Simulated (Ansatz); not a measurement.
## Geometry relaxation, with input and output: C2H8O2Si (part 2 of 2)

C2H8O2Si, SMILES C[Si](C)(O)O; RKS PBE0-D4/def2-TZVP (Ansatz 0.2.0). The geometry: PBE-D4/def2-SVP start.

Geometry of the input (Å):
```
C  -1.4258  0.4486  -0.5941
Si 0.1824  0.1123  0.3346
C  1.3536  -0.9794  -0.6240
O  -0.1846  -0.6334  1.8059
O  1.0407  1.5358  0.6088
H  -2.1085  1.1126  -0.0227
H  -1.2193  0.9467  -1.5635
H  -1.9725  -0.4930  -0.8097
H  2.2412  -1.2256  -0.0072
H  1.7077  -0.4694  -1.5426
H  0.8649  -1.9297  -0.9190
H  -1.1203  -0.5797  2.0608
H  0.6609  2.1193  1.2874
```

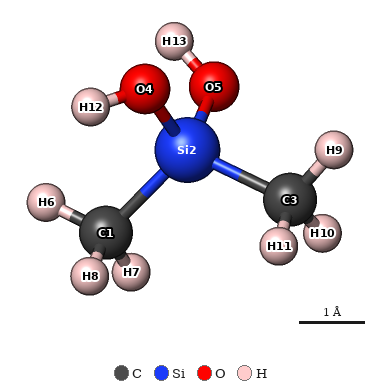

The geometry at step 15 of the log (ball-and-stick view, seen at a tilt; atoms are numbered from 1 in the order of the input).

## Trajectory as extended XYZ, continued
```
13
Properties=species:S:1:pos:R:3:forces:R:3 step=5 energy=-14172.56831
C    -1.4136    0.4487   -0.5891   -0.0021   0.0155   0.0153
Si    0.1773    0.1175    0.3299   -0.0064  -0.0280  -0.0530
C     1.3410   -0.9701   -0.6125    0.0062  -0.0011   0.0103
O    -0.1825   -0.6026    1.7737   -0.0547   0.0126   0.0354
O     1.0054    1.5171    0.5903   -0.0028   0.0254   0.0261
H    -2.0749    1.1088   -0.0192   -0.0047  -0.0023  -0.0056
H    -1.2104    0.9385   -1.5449    0.0066  -0.0016   0.0050
H    -1.9588   -0.4760   -0.7972    0.0042  -0.0034   0.0046
H     2.2134   -1.2068    0.0014   -0.0018   0.0004  -0.0030
H     1.6918   -0.4756   -1.5212   -0.0014   0.0015  -0.0021
H     0.8596   -1.9093   -0.8946   -0.0007  -0.0011  -0.0023
H    -1.1045   -0.6343    2.0305    0.0503  -0.0048  -0.0174
H     0.6765    2.1093    1.2675    0.0072  -0.0132  -0.0133
13
Properties=species:S:1:pos:R:3:forces:R:3 step=7 energy=-14172.56857
C    -1.4141    0.4498   -0.5882   -0.0011  -0.0014  -0.0018
Si    0.1770    0.1179    0.3290   -0.0108   0.0053   0.0029
C     1.3407   -0.9704   -0.6124   -0.0008  -0.0012  -0.0025
O    -0.1834   -0.5955    1.7764    0.0178   0.0069   0.0082
O     1.0054    1.5175    0.5903    0.0142  -0.0023  -0.0092
H    -2.0770    1.1104   -0.0211    0.0033  -0.0014   0.0005
H    -1.2089    0.9370   -1.5448   -0.0002   0.0004  -0.0009
H    -1.9579   -0.4761   -0.7951   -0.0008  -0.0006  -0.0008
H     2.2137   -1.2056    0.0009   -0.0001   0.0002   0.0003
H     1.6902   -0.4763   -1.5220   -0.0007   0.0011   0.0009
H     0.8602   -1.9103   -0.8942   -0.0005   0.0011   0.0014
H    -1.1052   -0.6423    2.0271   -0.0128  -0.0049  -0.0057
H     0.6796    2.1091    1.2688   -0.0074  -0.0032   0.0068
13
Properties=species:S:1:pos:R:3:forces:R:3 step=8 energy=-14172.56885
C    -1.4136    0.4491   -0.5894   -0.0080   0.0027   0.0030
Si    0.1765    0.1211    0.3304    0.0115  -0.0086  -0.0056
C     1.3381   -0.9691   -0.6115    0.0051  -0.0013  -0.0003
O    -0.1822   -0.5848    1.7822   -0.0142   0.0139   0.0059
O     1.0084    1.5191    0.5894    0.0006  -0.0061  -0.0107
H    -2.0757    1.1111   -0.0233   -0.0084   0.0039  -0.0002
H    -1.2091    0.9337   -1.5474    0.0061   0.0026   0.0025
H    -1.9578   -0.4769   -0.7947    0.0024  -0.0016   0.0055
H     2.2124   -1.2022    0.0006    0.0033  -0.0023   0.0003
H     1.6856   -0.4765   -1.5226   -0.0012  -0.0001  -0.0004
H     0.8578   -1.9098   -0.8905   -0.0019  -0.0005   0.0000
H    -1.1063   -0.6575    2.0195    0.0113  -0.0042  -0.0103
H     0.6862    2.1080    1.2719   -0.0066   0.0016   0.0101
13
Properties=species:S:1:pos:R:3:forces:R:3 step=10 energy=-14172.56935
C    -1.4141    0.4484   -0.5891   -0.0094   0.0016   0.0014
Si    0.1772    0.1265    0.3307    0.0121  -0.0050  -0.0002
C     1.3354   -0.9691   -0.6097    0.0035  -0.0024   0.0003
O    -0.1804   -0.5614    1.7920   -0.0331   0.0111   0.0018
O     1.0108    1.5244    0.5831   -0.0028  -0.0029  -0.0042
H    -2.0807    1.1047   -0.0219   -0.0051   0.0033   0.0000
H    -1.2109    0.9368   -1.5455    0.0053   0.0003   0.0014
H    -1.9528   -0.4802   -0.7984    0.0020   0.0001   0.0053
H     2.2079   -1.2061    0.0034    0.0028  -0.0018  -0.0005
H     1.6861   -0.4778   -1.5204   -0.0021  -0.0010  -0.0005
H     0.8516   -1.9079   -0.8899   -0.0002   0.0006   0.0007
H    -1.1060   -0.6797    2.0052    0.0298  -0.0029  -0.0110
H     0.6963    2.1066    1.2751   -0.0028  -0.0011   0.0055
13
Properties=species:S:1:pos:R:3:forces:R:3 step=11 energy=-14172.56486 accepted=F
C    -1.4149    0.4478   -0.5895   -0.0109   0.0016  -0.0039
Si    0.1780    0.1421    0.3324    0.0263  -0.0003   0.0197
C     1.3272   -0.9674   -0.6048    0.0036  -0.0065  -0.0029
O    -0.1777   -0.5008    1.8168   -0.7072  -0.1648   0.0683
O     1.0171    1.5386    0.5709   -0.0283   0.0099   0.0344
H    -2.0868    1.1015   -0.0259   -0.0032   0.0044   0.0005
H    -1.2131    0.9323   -1.5482    0.0038   0.0001  -0.0010
H    -1.9464   -0.4857   -0.7972    0.0029   0.0030   0.0077
H     2.1997   -1.2059    0.0076    0.0059  -0.0018  -0.0009
H     1.6785   -0.4831   -1.5193   -0.0039  -0.0022   0.0003
H     0.8382   -1.9050   -0.8802    0.0000   0.0022   0.0023
H    -1.1046   -0.7515    1.9630    0.7001   0.1767  -0.0955
H     0.7251    2.1023    1.2891    0.0108  -0.0224  -0.0290
13
Properties=species:S:1:pos:R:3:forces:R:3 step=13 energy=-14172.56997 accepted=F
C    -1.4145    0.4503   -0.5913    0.0032   0.0056  -0.0011
Si    0.1775    0.1417    0.3321    0.0047  -0.0024  -0.0060
C     1.3285   -0.9663   -0.6050    0.0016   0.0005  -0.0007
O    -0.1822   -0.5047    1.8125   -0.2556  -0.0569   0.0331
O     1.0130    1.5385    0.5767   -0.0094   0.0065   0.0231
H    -2.0773    1.1199   -0.0356    0.0001  -0.0010  -0.0008
H    -1.2096    0.9184   -1.5577   -0.0008  -0.0021   0.0011
H    -1.9564   -0.4804   -0.7828   -0.0010  -0.0003   0.0003
H     2.2072   -1.1962    0.0022   -0.0004   0.0004  -0.0012
H     1.6701   -0.4864   -1.5255   -0.0017  -0.0016   0.0004
H     0.8425   -1.9083   -0.8706   -0.0004  -0.0011   0.0001
H    -1.0978   -0.7585    1.9618    0.2526   0.0602  -0.0328
H     0.7194    2.0970    1.2978    0.0070  -0.0078  -0.0157
13
Properties=species:S:1:pos:R:3:forces:R:3 step=14 energy=-14172.57038
C    -1.4142    0.4504   -0.5907   -0.0002   0.0003   0.0001
Si    0.1774    0.1371    0.3316    0.0036   0.0003   0.0044
C     1.3305   -0.9676   -0.6065    0.0010   0.0012  -0.0004
O    -0.1820   -0.5197    1.8070   -0.0359   0.0013   0.0020
O     1.0127    1.5337    0.5797   -0.0002   0.0000   0.0009
H    -2.0782    1.1160   -0.0315    0.0001   0.0006  -0.0006
H    -1.2094    0.9243   -1.5541    0.0002  -0.0002  -0.0007
H    -1.9551   -0.4797   -0.7875   -0.0012  -0.0003   0.0006
H     2.2076   -1.1992    0.0021    0.0004   0.0000  -0.0002
H     1.6742   -0.4845   -1.5243   -0.0011  -0.0009  -0.0008
H     0.8452   -1.9087   -0.8760   -0.0010  -0.0004   0.0010
H    -1.0990   -0.7376    1.9748    0.0334  -0.0005  -0.0055
H     0.7104    2.1008    1.2900    0.0011  -0.0014  -0.0007
13
Properties=species:S:1:pos:R:3:forces:R:3 step=15 energy=-14172.57065
C    -1.4138    0.4516   -0.5913    0.0003   0.0012  -0.0011
Si    0.1774    0.1403    0.3325    0.0002   0.0012  -0.0005
C     1.3287   -0.9671   -0.6049   -0.0008  -0.0016  -0.0001
O    -0.1838   -0.5069    1.8116   -0.0586  -0.0090   0.0091
O     1.0143    1.5358    0.5792   -0.0015   0.0000   0.0046
H    -2.0772    1.1195   -0.0342    0.0009   0.0003  -0.0005
H    -1.2086    0.9220   -1.5564   -0.0002  -0.0008  -0.0009
H    -1.9558   -0.4786   -0.7853    0.0001   0.0005   0.0005
H     2.2075   -1.1970    0.0020   -0.0003   0.0007  -0.0003
H     1.6700   -0.4871   -1.5254   -0.0018  -0.0005   0.0004
H     0.8427   -1.9091   -0.8705    0.0001  -0.0007   0.0006
H    -1.0947   -0.7599    1.9660    0.0602   0.0093  -0.0104
H     0.7136    2.1015    1.2913    0.0013  -0.0004  -0.0014
13
Properties=species:S:1:pos:R:3:forces:R:3 step=17 energy=-14172.56880 accepted=F
C    -1.4019    0.4533   -0.5967   -0.0468   0.0048   0.0345
Si    0.1770    0.1487    0.3458    0.0367   0.0908  -0.0587
C     1.3139   -0.9627   -0.6054    0.0368  -0.0480   0.0896
O    -0.1969   -0.4530    1.8416    0.0582  -0.0069  -0.0760
O     1.0234    1.5361    0.5964    0.0061   0.0246  -0.0133
H    -2.0673    1.1219   -0.0452   -0.0375   0.0308  -0.0043
H    -1.1905    0.9160   -1.5635    0.0145   0.0119  -0.0073
H    -1.9447   -0.4764   -0.7895    0.0001  -0.0147   0.0035
H     2.2000   -1.1891   -0.0084    0.0215  -0.0254  -0.0069
H     1.6456   -0.5017   -1.5390   -0.0398   0.0353   0.0238
H     0.8179   -1.9049   -0.8496    0.0073  -0.0341  -0.0111
H    -1.0638   -0.8431    1.9410   -0.0584  -0.0488   0.0300
H     0.7076    2.1201    1.2872    0.0013  -0.0202  -0.0039
13
Properties=species:S:1:pos:R:3:forces:R:3 step=18 energy=-14172.57131
C    -1.4119    0.4575   -0.5945    0.0003   0.0009  -0.0001
Si    0.1760    0.1473    0.3351   -0.0001  -0.0006   0.0021
C     1.3233   -0.9667   -0.6007    0.0017  -0.0010  -0.0002
O    -0.1893   -0.4814    1.8212   -0.0247  -0.0029   0.0007
O     1.0176    1.5388    0.5836   -0.0002   0.0003   0.0007
H    -2.0717    1.1348   -0.0447    0.0005  -0.0004  -0.0004
H    -1.2036    0.9149   -1.5651    0.0007  -0.0003   0.0007
H    -1.9592   -0.4717   -0.7785   -0.0002   0.0006   0.0000
H     2.2095   -1.1857   -0.0008   -0.0014   0.0002   0.0002
H     1.6523   -0.4965   -1.5307   -0.0011  -0.0002  -0.0003
H     0.8389   -1.9139   -0.8508   -0.0006   0.0000   0.0004
H    -1.0764   -0.8186    1.9472    0.0254   0.0040  -0.0033
H     0.7149    2.1062    1.2935   -0.0002  -0.0007  -0.0006
13
Properties=species:S:1:pos:R:3:forces:R:3 step=20 energy=-14172.57156
C    -1.4104    0.4640   -0.5987    0.0004   0.0011  -0.0007
Si    0.1738    0.1546    0.3372   -0.0027  -0.0004  -0.0039
C     1.3166   -0.9676   -0.5954   -0.0003  -0.0004   0.0000
O    -0.1954   -0.4530    1.8309   -0.0880  -0.0474   0.0168
O     1.0200    1.5426    0.5854   -0.0009   0.0025   0.0008
H    -2.0697    1.1447   -0.0529    0.0004   0.0000  -0.0006
H    -1.1986    0.9156   -1.5713    0.0004  -0.0001   0.0005
H    -1.9597   -0.4647   -0.7797    0.0002   0.0005   0.0007
H     2.2064   -1.1816    0.0011   -0.0004  -0.0006  -0.0006
H     1.6397   -0.5053   -1.5316   -0.0010  -0.0010   0.0016
H     0.8310   -1.9169   -0.8358    0.0007   0.0006   0.0008
H    -1.0470   -0.8811    1.9347    0.0911   0.0452  -0.0148
H     0.7135    2.1139    1.2907    0.0002   0.0001  -0.0006
13
Properties=species:S:1:pos:R:3:forces:R:3 step=21 energy=-14172.57164
C    -1.4104    0.4633   -0.5980   -0.0008   0.0003   0.0013
Si    0.1741    0.1538    0.3372    0.0021   0.0020  -0.0028
C     1.3172   -0.9675   -0.5959    0.0008   0.0003   0.0005
O    -0.1943   -0.4573    1.8298   -0.0181  -0.0071   0.0021
O     1.0193    1.5425    0.5854   -0.0006  -0.0010   0.0005
H    -2.0696    1.1440   -0.0520   -0.0003   0.0005  -0.0001
H    -1.1986    0.9154   -1.5704    0.0007  -0.0001  -0.0005
H    -1.9596   -0.4653   -0.7792   -0.0005   0.0000  -0.0002
H     2.2067   -1.1822    0.0009    0.0003  -0.0002  -0.0002
H     1.6408   -0.5047   -1.5316   -0.0005  -0.0005   0.0003
H     0.8315   -1.9165   -0.8369   -0.0001  -0.0006   0.0000
H    -1.0497   -0.8739    1.9347    0.0174   0.0064  -0.0012
H     0.7129    2.1137    1.2907   -0.0003   0.0001   0.0001
13
Properties=species:S:1:pos:R:3:forces:R:3 step=23 energy=-14172.57167
C    -1.4098    0.4661   -0.5997   -0.0001   0.0004   0.0010
Si    0.1732    0.1558    0.3379   -0.0009  -0.0017  -0.0017
C     1.3152   -0.9678   -0.5942    0.0008  -0.0005   0.0002
O    -0.1966   -0.4504    1.8321   -0.0052  -0.0024   0.0011
O     1.0195    1.5433    0.5870   -0.0006   0.0007   0.0006
H    -2.0675    1.1498   -0.0558   -0.0007   0.0000  -0.0002
H    -1.1964    0.9145   -1.5734    0.0006  -0.0002   0.0005
H    -1.9613   -0.4618   -0.7783    0.0000   0.0002   0.0002
H     2.2064   -1.1795    0.0009    0.0002  -0.0003  -0.0004
H     1.6356   -0.5083   -1.5325   -0.0002  -0.0003   0.0003
H     0.8298   -1.9182   -0.8306    0.0001   0.0002   0.0000
H    -1.0384   -0.8946    1.9315    0.0056   0.0032  -0.0019
H     0.7105    2.1162    1.2898    0.0004   0.0006   0.0001
13
Properties=species:S:1:pos:R:3:forces:R:3 step=24 energy=-14172.57167
C    -1.4098    0.4664   -0.5995    0.0005  -0.0006  -0.0010
Si    0.1732    0.1559    0.3377   -0.0010   0.0011   0.0013
C     1.3153   -0.9680   -0.5939   -0.0005   0.0003  -0.0005
O    -0.1969   -0.4499    1.8320    0.0000  -0.0010   0.0018
O     1.0193    1.5435    0.5869    0.0001  -0.0004   0.0002
H    -2.0677    1.1502   -0.0559    0.0008  -0.0001   0.0004
H    -1.1962    0.9148   -1.5732   -0.0005   0.0001  -0.0006
H    -1.9615   -0.4614   -0.7783   -0.0001  -0.0001  -0.0003
H     2.2068   -1.1792    0.0008   -0.0003   0.0003   0.0002
H     1.6352   -0.5090   -1.5327    0.0002  -0.0001  -0.0002
H     0.8299   -1.9185   -0.8296    0.0000  -0.0002  -0.0001
H    -1.0377   -0.8960    1.9306    0.0008   0.0007  -0.0007
H     0.7104    2.1164    1.2898    0.0001   0.0000  -0.0002
```

## Summary

- outcome: converged
- total energy: −14172.5717 eV
- mean-field energy: −14172.3531 eV
- dispersion energy: −0.2186 eV
- SCF solution under orbital rotations: stable
- largest force (length of the vector) at the end: 0.002 eV/Å
- dipole moment: 2.08 D
- hardware: 4 threads of Arm Neoverse V2, 23 GiB of memory available, shared host
- wall time: 75 s (CPU time 4.7 min)
- peak memory: 0.55 GiB
